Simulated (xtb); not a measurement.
## Geometry relaxation, with input and output: CH5F2GeN (part 4 of 4)

CH5F2GeN; GFN2-xTB (xtb 6.7.1). The geometry: force field.

Geometry of the input (Å):
```
C  -0.7551  -1.0097  0.5861
N  -0.4398  0.4431  0.6402
Ge 0.6821  0.8417  -0.7947
F  -0.0608  0.6382  -2.3065
F  1.2625  2.4965  -0.6630
H  -1.4720  -1.1947  1.4249
H  0.1252  -1.6111  0.6390
H  -1.3165  -1.1569  -0.3739
H  0.1142  0.6080  1.5629
H  1.9432  -0.1062  -0.7121
```

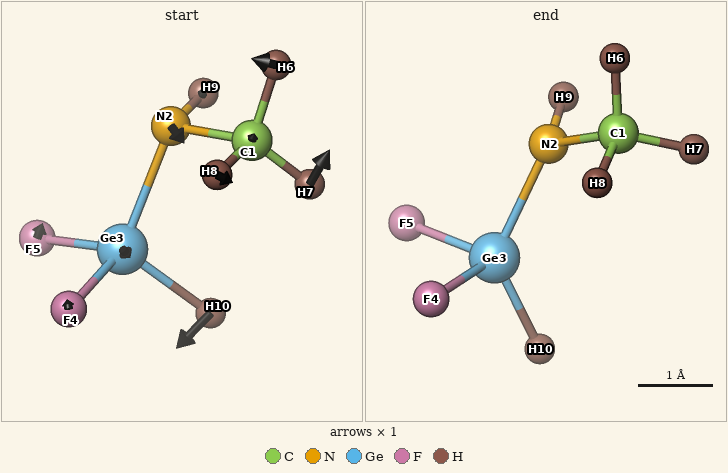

**Figure 1.** Before (left) and after (right) the relaxation, at one scale (ball-and-stick view, seen at a tilt). The black arrows give the displacements, at true length. H10 moves most after the best rigid fit: 0.70 Å. Largest moves by element: H 0.70 Å, N 0.32 Å, F 0.22 Å, Ge 0.20 Å, C 0.11 Å. Distances before and after: Ge3–H10 1.580 → 1.499 Å, N2–H9 1.089 → 1.012 Å, N2–Ge3 1.865 → 1.794 Å, Ge3–F5 1.759 → 1.726 Å. Among the angles that change: N2–Ge3–H10 108.2° → 130.9°, C1–N2–Ge3 108.0° → 124.6°, N2–Ge3–F4 113.4° → 105.1°. The energy falls by 49.5 kJ/mol in 14 geometry steps. (Atoms are counted from 1 in the order of the input.)

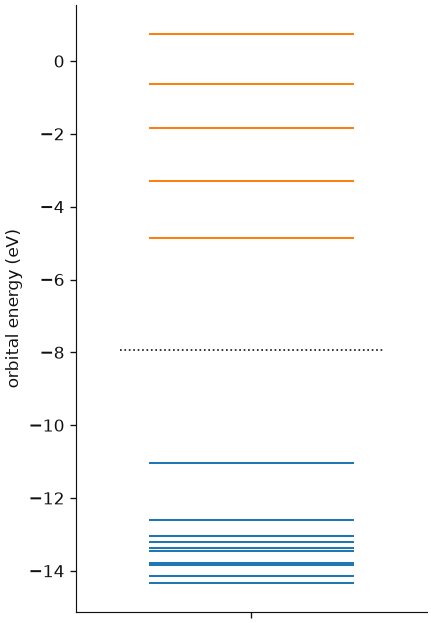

**Figure 2.** Orbital energies near the frontier; the dotted line parts filled from empty levels, and levels within 0.02 eV of each other stand side by side. Highest filled −11.03 eV, lowest empty −4.85 eV, 6.18 eV apart.

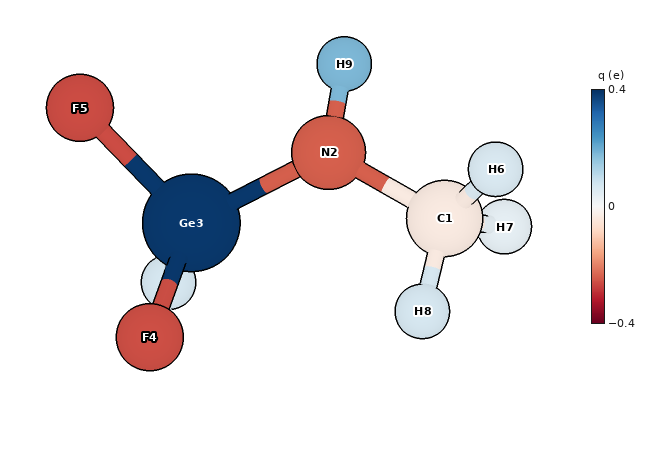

**Figure 3.** Mulliken charges, as the colour of each atom (ball-and-stick view, seen at a tilt; atoms are numbered from 1 in the order of the input). By element: C −0.04, N −0.24, Ge +0.38, F −0.26 and H +0.04 to +0.18 e.

Key numbers

```json
{"quantity": "outcome", "value": "converged"}
{"quantity": "electrons treated", "value": "32"}
{"quantity": "total energy", "value": "−19.091723 hartree"}
{"quantity": "dispersion energy", "value": "−0.004869 hartree"}
{"quantity": "basis functions", "value": "31"}
{"quantity": "HOMO", "value": "−11.03 eV"}
{"quantity": "LUMO", "value": "−4.85 eV"}
{"quantity": "dipole moment", "value": "4.68 D"}
{"quantity": "peak memory", "value": "0.071 GiB"}
```
